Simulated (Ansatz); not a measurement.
# Hf3TiO8: the cell at several levels of theory, part 2 of 3

The system is Hf3TiO8 in the tetragonal host structure, a generated structure that needn't be the ground state.

Ansatz 0.2.0, plane waves. Earlier steps stand in the parts before.

## 3. Relaxing with r2SCAN

It starts from the cell of step 2.

input.yaml reads:

```yaml
crystal:
  lattice:
    - [3.5410565723, 0.0, 0.0]
    - [0.0, 7.1523223289, 0.0]
    - [0.0, 0.0, 5.2947427723]
  atoms:
    - { symbol: Hf, position: [0.5, 0.2525426666, 0.4971143016] }
    - { symbol: Ti, position: [0.0, 0.0, 0.0132271891] }
    - { symbol: O, position: [0.5, 0.0, 0.3356551996] }
    - { symbol: O, position: [0.0, 0.2399355213, 0.1773278249] }
    - { symbol: O, position: [0.0, 0.252586701, 0.6866839333] }
    - { symbol: O, position: [0.5, 0.0, 0.8530075406] }
    - { symbol: Hf, position: [0.5, 0.7474573334, 0.4971143016] }
    - { symbol: Hf, position: [0.0, 0.5, -0.0105713307] }
    - { symbol: O, position: [0.5, 0.5, 0.291415025] }
    - { symbol: O, position: [0.0, 0.7600644787, 0.1773278249] }
    - { symbol: O, position: [0.0, 0.747413299, 0.6866839333] }
    - { symbol: O, position: [0.5, 0.5, 0.7950142569] }
kpoints:
  mp_grid: { grid: [6, 4, 4] }
hamiltonian:
  xc: r2scan
scf:
  occupations: { method: fermi_dirac, width: 0.02 }
relax:
  f_tol: 0.005
  cell: {}
output:
  write_density: true
  write_potential: true
  elf: true
  volumetric_format: npy
```

Standard output:

```text
Engine: ansatz 0.2.0, x86_64-unknown-linux-gnu
Pseudopotentials: kind: paw
Pseudopotential: Hf, paw, valence charge 26, recommended cutoff 500 eV (meta_gga), Hf.paw.azcp
Pseudopotential: Ti, paw, valence charge 12, recommended cutoff 500 eV (meta_gga), Ti.paw.azcp
Pseudopotential: O, paw, valence charge 6, recommended cutoff 500 eV (meta_gga), O.paw.azcp
Functional definition: r2SCAN
  parameter k0 = 0.174
  parameter k1 = 0.065
  parameter a1 = 4.9479
  exchange = r2scan_x(k0 = k0, k1 = k1, a1 = a1)
  correlation = r2scan_c
Crystal: 12 atoms, lattice volume = 134.099 Å³
Basis set: ecut = 500 eV, 3441 PW (Γ), exchange–correlation on 108×216×160 points (64 copies of the dense FFT grid, shifted against one another)
Bands: 83, of which v1, the nominal top of the filled ones, is band 69 counted from 1 (68 counted from 0)
Symmetry: 4 space group operations
Space group: Pmm2 (ITA 25), of the structure as read, at distance tolerance 5.1e-5 Å
k-points: 36 of 96 (time reversal used)
Non-local potential: Hf, projectors of the file, l = 0: 3, l = 1: 2, l = 2: 2, l = 3: 3
Non-local potential: Ti, projectors of the file, l = 0: 3, l = 1: 2, l = 2: 3, l = 3: 1
Non-local potential: O, projectors of the file, l = 0: 2, l = 1: 2, l = 2: 1
PAW form: soft (Blöchl's): semilocal exchange-correlation on the pseudo side does not see the compensation charge
PAW frozen core: Hf, regenerated for the run's functional (the file was generated under x = pbe(κ = 0.804, μ = 0.2195149727645171), c = pbe(β = 0.06672455060314922))
PAW frozen core: Ti, regenerated for the run's functional (the file was generated under x = pbe(κ = 0.804, μ = 0.2195149727645171), c = pbe(β = 0.06672455060314922))
PAW frozen core: O, regenerated for the run's functional (the file was generated under x = pbe(κ = 0.804, μ = 0.2195149727645171), c = pbe(β = 0.06672455060314922))
PAW one-centre angular grid: Hf, 974 points (default); XC on 160 Gauss nodes
PAW one-centre angular grid: Ti, 590 points (default); XC on 160 Gauss nodes
PAW one-centre angular grid: O, 302 points (default); XC on 160 Gauss nodes
Initial density: superposition of atomic densities (neutral atoms: chi_scale 0, normalization atom), corrected by the library's trained network
Initial wavefunctions: pseudopotential atomic-orbital guess
Functional: x = r2scan, c = r2scan; τ floored in thin density (d = 2e-4 eV/Å³)
SCF iter   1: F=—  HF=-54274.325999 eV  |F-HF|=—  |Δ(HF+E_count)|=         —  Δρ=1.76e-2  dr2=5.12e-1  dr2_τ=8.13e-1  ethr=1.77e-3  ⟨swp⟩=5.9  Hψ=9488  notcnv=0  defer=96
preconditioner: auto → Resta (q_TF=auto, 2.741 Å⁻¹)  ε∞=5.0  [insulator: Δε(μ)=3.542 eV  Ē_g=18.343 eV  σ=0.020 eV  W_gap=1.00  n_scr=44 (ndim 8)  ℏωp=36.6 eV  f_vac=0.051  D(μ)=0.00/eV (n_scr^D=0)  ε∞_Penn≈5.0]
SCF iter   2: F=—  HF=-54274.472966 eV  |F-HF|=—  |Δ(HF+E_count)|=   1.47e-1  Δρ=8.50e-3  dr2=6.52e-2  dr2_τ=2.25e-2  ethr=3.71e-4  ⟨swp⟩=3.0  Hψ=6144  notcnv=0  defer=346
SCF iter   3: F=—  HF=-54274.468428 eV  |F-HF|=—  |Δ(HF+E_count)|=   4.54e-3  Δρ=3.93e-3  dr2=1.21e-2  dr2_τ=1.67e-3  ethr=4.73e-5  ⟨swp⟩=2.9  Hψ=5234  notcnv=0  defer=346
SCF iter   4: F=—  HF=-54274.469486 eV  |F-HF|=—  |Δ(HF+E_count)|=   1.06e-3  Δρ=1.70e-3  dr2=2.53e-3  dr2_τ=4.68e-4  ethr=8.75e-6  ⟨swp⟩=2.0  Hψ=4191  notcnv=0  defer=346
SCF iter   5: F=—  HF=-54274.469615 eV  |F-HF|=—  |Δ(HF+E_count)|=   1.29e-4  Δρ=2.74e-4  dr2=8.42e-5  dr2_τ=1.94e-5  ethr=1.83e-6  ⟨swp⟩=2.0  Hψ=4532  notcnv=0  defer=346
SCF iter   6: F=—  HF=-54274.468817 eV  |F-HF|=—  |Δ(HF+E_count)|=   7.98e-4  Δρ=1.57e-4  dr2=2.27e-5  dr2_τ=2.97e-6  ethr=6.10e-8  ⟨swp⟩=2.0  Hψ=5435  notcnv=0  defer=346
SCF iter   7: F=—  HF=-54274.468827 eV  |F-HF|=—  |Δ(HF+E_count)|=   1.08e-5  Δρ=7.16e-5  dr2=7.54e-6  dr2_τ=6.98e-7  ethr=1.64e-8  ⟨swp⟩=2.0  Hψ=3728  notcnv=0  defer=346
SCF iter   8: F=—  HF=-54274.468826 eV  |F-HF|=—  |Δ(HF+E_count)|=   1.31e-6  Δρ=1.74e-5  dr2=4.91e-7  dr2_τ=5.23e-8  ethr=5.47e-9  ⟨swp⟩=2.0  Hψ=4523  notcnv=0  defer=346
SCF iter   9: F=—  HF=-54274.468826 eV  |F-HF|=—  |Δ(HF+E_count)|=   5.02e-8  Δρ=1.48e-5  dr2=3.27e-7  dr2_τ=2.14e-8  ethr=7.25e-11  ⟨swp⟩=10.6  Hψ=30310  notcnv=0
SCF iter  10: F=-54274.468826 eV  HF=-54274.468826 eV  |F-HF|=1.21e-8  |Δ(HF+E_count)|=   5.25e-8  Δρ=3.52e-6  dr2=1.90e-8  dr2_τ=2.20e-9  ethr=7.25e-11  ⟨swp⟩=6.0  Hψ=19130  notcnv=0
SCF 1 converged in 10 iterations: F = -54274.468826 eV  dr2 = 1.90e-8
relax step   1: F+E_penalty+E_count = -54274.46882617 eV  Δ(F+E_penalty+E_count) = +0.000e0 eV  max|allowed force component| = 1.261e-1 eV/Å  Δτ_max = 0.0000 Å  P = -5.752 GPa  Ω = 134.099 Å³  (10 SCF iters, dr2 threshold 1.00e-7 eV, accepted)
[... from here on, the SCF cycles and remarks between the steps are left out ...]
relax step   2: F+E_penalty+E_count = -54274.53043711 eV  Δ(F+E_penalty+E_count) = -6.161e-2 eV  max|allowed force component| = 2.148e-1 eV/Å  Δτ_max = 0.0234 Å  P = +1.261 GPa  Ω = 129.855 Å³  energy of the carried Pulay correction = +2.369e-3 eV  (8 SCF iters, dr2 threshold 1.20e-6 eV, accepted)
relax step   3: F+E_penalty+E_count = -54274.53465207 eV  Δ(F+E_penalty+E_count) = -4.215e-3 eV  max|allowed force component| = 7.025e-2 eV/Å  Δτ_max = 0.0143 Å  P = +0.138 GPa  Ω = 130.377 Å³  energy of the carried Pulay correction = +2.074e-3 eV  (6 SCF iters, dr2 threshold 1.20e-6 eV, accepted)
relax step   4: F+E_penalty+E_count = -54274.53550895 eV  Δ(F+E_penalty+E_count) = -8.569e-4 eV  max|allowed force component| = 5.318e-2 eV/Å  Δτ_max = 0.0047 Å  P = -0.074 GPa  Ω = 130.396 Å³  energy of the carried Pulay correction = +2.063e-3 eV  (5 SCF iters, dr2 threshold 4.68e-7 eV, accepted)
relax step   5: F+E_penalty+E_count = -54274.53523293 eV  Δ(F+E_penalty+E_count) = +2.760e-4 eV  max|allowed force component| = 1.272e-1 eV/Å  Δτ_max = 0.0261 Å  P = -0.109 GPa  Ω = 130.045 Å³  energy of the carried Pulay correction = +2.262e-3 eV  (7 SCF iters, dr2 threshold 1.77e-7 eV, rejected (line search))
relax step   6: F+E_penalty+E_count = -54274.53646347 eV  Δ(F+E_penalty+E_count) = -9.545e-4 eV  max|allowed force component| = 2.992e-2 eV/Å  Δτ_max = 0.0127 Å  P = -0.003 GPa  Ω = 130.185 Å³  energy of the carried Pulay correction = +2.182e-3 eV  (11 SCF iters, accepted)
relax step   7: F+E_penalty+E_count = -54274.53666940 eV  Δ(F+E_penalty+E_count) = -2.059e-4 eV  max|allowed force component| = 1.983e-2 eV/Å  Δτ_max = 0.0054 Å  P = -0.005 GPa  Ω = 130.137 Å³  energy of the carried Pulay correction = +2.209e-3 eV  (6 SCF iters, dr2 threshold 5.59e-8 eV, accepted)
relax step   8: F+E_penalty+E_count = -54274.53666420 eV  Δ(F+E_penalty+E_count) = +5.201e-6 eV  max|allowed force component| = 2.712e-2 eV/Å  Δτ_max = 0.0030 Å  P = -0.011 GPa  Ω = 130.117 Å³  energy of the carried Pulay correction = +2.221e-3 eV  (6 SCF iters, dr2 threshold 2.46e-8 eV, rejected (line search))
relax step   9: F+E_penalty+E_count = -54274.53670901 eV  Δ(F+E_penalty+E_count) = -3.961e-5 eV  max|allowed force component| = 1.143e-3 eV/Å  Δτ_max = 0.0013 Å  P = -0.001 GPa  Ω = 130.128 Å³  energy of the carried Pulay correction = +2.215e-3 eV  (8 SCF iters, accepted)
relax step  10: F+E_penalty+E_count = -54274.53427846 eV  Δ(F+E_penalty+E_count) = +2.431e-3 eV  max|allowed force component| = 1.256e-3 eV/Å  Δτ_max = 0.0000 Å  P = +0.016 GPa  Ω = 130.128 Å³  stress off target by 2.19e-2 GPa  SCF on the basis re-selected at this cell (its energy is not comparable with the rows above)  (6 SCF iters)
basis re-selected at this cell: Δ(F+E_penalty+E_count) = +2.431e-3 eV, ΔP = +0.018 GPa vs the last step (what re-selecting the basis moved, of the pressure what is left beyond the Pulay correction that the steps carried, after the strain that the cell walked since its last selection, with what the two solves' SCF thresholds leave and, on support functions, any second-order correction that the steps lacked; it is no measure of the basis error at this ecutwfc). This SCF's stress stands 2.19e-2 GPa from its target on what of the cell is left free (relax.cell.stress_tol is 5.00e-2 GPa) and its largest allowed force component is 1.26e-3 eV/Å (relax.f_tol is 5.00e-3 eV/Å): within both
SCF converged after 6 iterations
Free energy (F): -54274.534278 eV
Harris-Foulkes:  -54274.534278 eV  (|F-HF|=5.82e-11)
Internal energy: -54274.534278 eV  (E = F + TS)
E sigma→0 (E₀):  -54274.534278 eV
Fermi energy:    14.972104 eV
--- Per-component energies (eV) ---
  E_band       = -220.488515
  E_kinetic    = 2952.239754
  E_local      = -19860.209465  (includes V_loc(G=0)·N_el)
  E_nonlocal   = -3359.549653
  E_hartree    = 9003.352594
  E_xc         = -1535.066329
  E_vxc        = -1863.490667  (∫ρ·V_xc dr)
  E_paw        = -23189.484167  (= ΣΔE_a)
  E_vpaw       = 3797.937646  (= ΣTr[D̂ρ^β])
  E_aug_tail   = 0.008237  (compensation charges beyond the density's cutoff)
  E_vtau       = 105.870152  (kinetic-family band-sum trace: ∫τ·v_τ [+ j·A + Jᵃ·Aᵃ] dr)
  E_ewald      = -18286.280829
  E_core_change = 0.455581  (= ΣΔE_core)
  E_smearing   = -0.000000  (= −TS)
  E_closure    = -0.000000  (closes the sum)
  Σ components = -54274.534278   (vs F -54274.534278, Δ=0.00e0)
--- Forces (eV/Å), atoms counted from 1 ---
  atom   1  Hf     0.00000000     0.00003376    -0.00043559
  atom   2  Ti     0.00000000     0.00000000    -0.00125211
  atom   3  O     -0.00000000    -0.00000000     0.00040878
  atom   4  O      0.00000000    -0.00070600     0.00070817
  atom   5  O      0.00000000    -0.00112692    -0.00013645
  atom   6  O     -0.00000000    -0.00000000     0.00019183
  atom   7  Hf     0.00000000    -0.00003376    -0.00043559
  atom   8  Hf     0.00000000     0.00000000    -0.00054188
  atom   9  O     -0.00000000    -0.00000000    -0.00011940
  atom  10  O      0.00000000     0.00070600     0.00070817
  atom  11  O      0.00000000     0.00112692    -0.00013645
  atom  12  O      0.00000000    -0.00000000     0.00109102
  max |Σ_I F_I| component: 5.05e-5 eV/Å
--- Stress (GPa, compression-positive) ---
        0.010431       0.000000      -0.000000
        0.000000       0.016759      -0.000000
       -0.000000      -0.000000       0.021882
  P = ⅓ Tr σ = 0.0164 GPa (0.164 kbar)
--- Band table (eV; the first three rows and the last of 36) ---
  k-point 0: bands = ["-48.7071", "-48.4002", "-48.3937", "-45.5318", "-20.7381", "-20.6984", "-20.5780", "-16.9563", "-16.7796", "-16.7601", "-16.6587", "-16.5582", "-16.5380", "-16.3849", "-16.3746", "-16.3652", "-5.8118", "-4.5510", "-4.5236", "-4.0992", "-4.0507", "-3.8312", "-3.8219", "-3.3876", "2.9345", "2.9431", "2.9447", "2.9619", "2.9661", "2.9825", "2.9969", "3.2353", "3.2541", "3.2543", "3.2585", "3.2597", "3.2754", "3.2836", "3.2869", "3.2882", "3.2925", "3.2968", "3.3113", "3.3133", "3.3794", "8.0576", "8.4100", "8.5421", "8.7085", "8.8238", "8.9507", "9.9499", "9.9913", "10.1619", "10.2015", "10.5460", "10.6205", "10.9805", "11.0994", "11.6196", "11.6981", "11.7418", "11.9856", "12.1445", "12.8018", "13.0180", "13.1669", "13.2332", "13.3090", "16.6719", "16.8589", "18.0333", "18.2733", "18.9134", "19.0043", "19.2064", "19.3083", "19.7983", "19.9549", "20.1610", "20.6428", "21.2943", "22.0300"]
[... 3 lines left out ...]
--- Relaxed structure (9 steps of the walk, 7 accepted, 1 SCFs on fresh bases) ---
  F+E_penalty+E_count = -54274.53427846 eV   max|allowed force component| = 1.256e-3 eV/Å   (the final SCF, on the basis selected at the relaxed cell)
  cell:  # Å, volume = 130.1279 Å³
    - [3.5223628796238704, 2.037016007884984e-18, 3.8380228053154806e-18]
    - [4.114420309320093e-18, 7.078203521812402, -4.604027525178442e-33]
    - [5.738779681559142e-18, -3.408283399632232e-33, 5.219313735635451]
  atoms:
    - { symbol: Hf, position: [0.5, 0.2510337258279061, 0.4986474315787741] }
    - { symbol: Ti, position: [2.2466488858067377e-19, -1.2632285974498102e-21, 0.010520471359211084] }
    - { symbol: O, position: [0.5, -1.2632285974501324e-21, 0.32801239637316776] }
    - { symbol: O, position: [-2.470758743320056e-19, 0.23983365330561646, 0.18044215254738846] }
    - { symbol: O, position: [-5.453781506036084e-20, 0.2503785671692405, 0.6903238178393585] }
    - { symbol: O, position: [0.5, -1.2632285974500276e-21, 0.8453425824681114] }
    - { symbol: Hf, position: [0.5, 0.748966274172094, 0.4986474315787741] }
    - { symbol: Hf, position: [-1.3494381390372359e-19, 0.5000000000000001, -0.008945554561100712] }
    - { symbol: O, position: [0.5, 0.5000000000000001, 0.291865603332067] }
    - { symbol: O, position: [-2.6991935081497105e-19, 0.7601663466943837, 0.18044215254738846] }
    - { symbol: O, position: [-5.497026952509389e-19, 0.7496214328307597, 0.6903238178393585] }
    - { symbol: O, position: [0.5, 0.5000000000000001, 0.794377697197502] }
```

It took 35 s on 1 × NVIDIA H100 80GB HBM3 with 2 threads of AMD EPYC 7R13 (Zen 3), shared host; peak host memory 1.4 GiB.

Step by step:

```
step  energy change (meV/atom)  largest force (eV/Å)  pressure (GPa)  volume (Å³/atom)
   1                       0.0                0.1261           -5.75            11.175
   2                      -5.1                0.2148            1.26            10.821
   3                      -5.5                0.0702            0.14            10.865
   4                      -5.6                0.0532           -0.07            10.866
  5*                      -5.5                0.1272           -0.11            10.837
   6                      -5.6                0.0299            0.00            10.849
   7                      -5.7                0.0198            0.00            10.845
  8*                      -5.7                0.0271           -0.01            10.843
   9                      -5.7                0.0011            0.00            10.844
  10                      -5.5                0.0013            0.02            10.844
```

A star marks a trial step that the optimiser took back.

Step 10 solves the same cell on a plane-wave basis chosen anew, so the energy can jump there without a move.

The table lists every geometry solved, with passes on a fresh basis, whose energies don't compare exactly with the rows above.

```
                       before   after   change
                a (Å)   3.541   3.522  -0.53 %
                b (Å)   7.152   7.078  -1.04 %
                c (Å)   5.295   5.219  -1.42 %
     volume (Å³/atom)  11.175  10.844  -2.96 %
shortest distance (Å)   1.924   1.915  -0.43 %
          space group    Pmm2    Pmm2     same
```

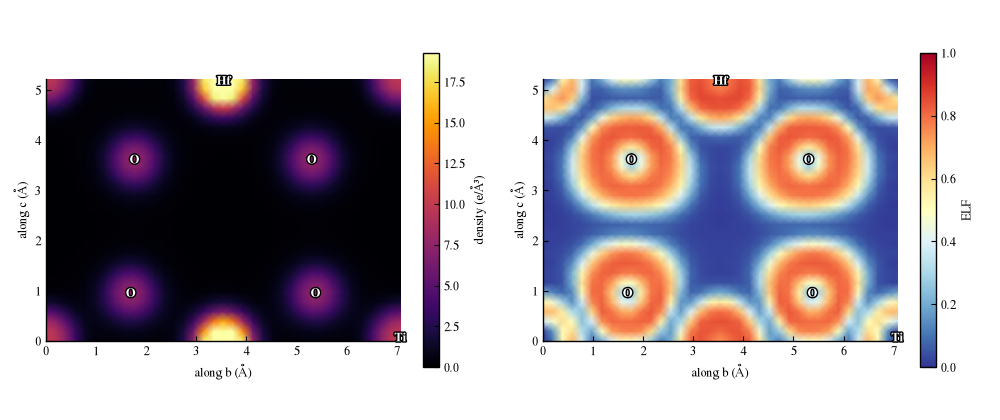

Density (left) and ELF (right) in a lattice plane of the grid's cell (edges 7.08 and 5.22 Å, at 0.000 of the third edge), which holds Ti and O and Hf. Only atoms in the plane are labelled; the density scale stops at 19.28 e/Å³. Both are smooth fields of the valence electrons: close to the nuclei they are not physical.

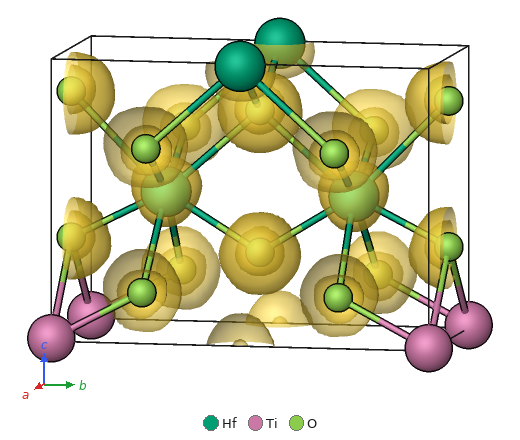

Surface of ELF = 0.78, drawn in one cell.

The highest ELF values outside the cores: 0.84 in the shell around O, 0.6 Å from O.

(Part 2 of 3 ends here.)
